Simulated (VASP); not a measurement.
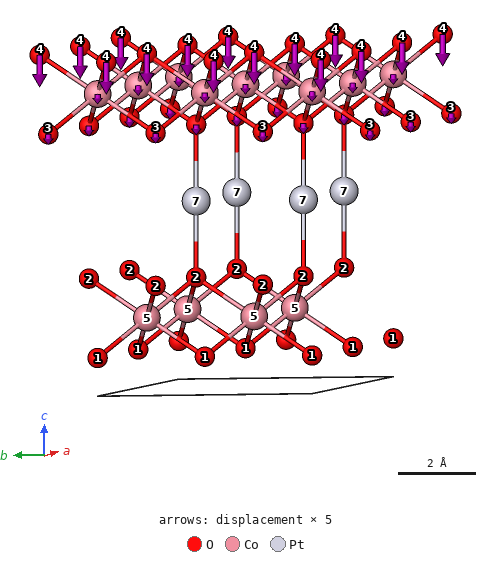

A relaxation of a slab of composition Co$_{2}$PtO$_{4}$. The starting structure is drawn; purple arrows show the displacements, magnified 5 times.

The picture is a ball-and-stick view of the 2 × 2 repeat of the cell, outlined in the plane, without the vacuum, seen from a free direction.

The run lets the atoms move in a fixed cell. 3 atoms are held fixed.

Theory: Kohn-Sham DFT of a periodic cell, LDA, VASP PAW LDA potentials, recommended in VASP 6.6.1.

The input:
```
SYSTEM = Co2PtO4
ALGO = Normal
DIPOL = 0.5 0.5 0.500
EDIFF = 1E-6
EDIFFG = -0.005
ENCUT = 520
GGA = CA
IBRION = 2
IDIPOL = 3
ISIF = 2
ISMEAR = -1
ISPIN = 2
LASPH = .True.
LCHARG = .False.
LDIPOL = .True.
LMAXMIX = 4
LORBIT = 11
LREAL = .False.
LWAVE = .False.
MAGMOM = 0 0 0 0 2 2 0
NELM = 100
NSW = 40
PREC = Accurate
SIGMA = 0.05
```

Launched with:
```bash
cat potpaw_LDA.64/O/POTCAR potpaw_LDA.64/Co/POTCAR potpaw_LDA.64/Pt/POTCAR > POTCAR
mpirun -np 1 vasp_std > vasp.out
```

> Which element moves most?

Oxygen: up to 0.17 Å, against 0.06 Å for cobalt.

> What happened in the run?

After 14 geometry steps the energy has fallen by 0.127 eV per cell of the calculation. The largest force component goes from 1.9 to 1.9 eV/Å. The atom that moves furthest is an O atom (0.17 Å along the normal (−c)). Largest moves by element: O 0.17 Å, Co 0.06 Å, Pt 0.03 Å. The cell doesn't change. Among the contacts that change: Co–O 1.897 → 1.841 Å, O–Pt 2.000 → 1.973 Å. Among the angles between lasting bonds that change: O–Co–O 96.2° → 100.2°, Co–O–Co 96.2° → 100.2°, O–Co–O 180.0° → 176.9°.
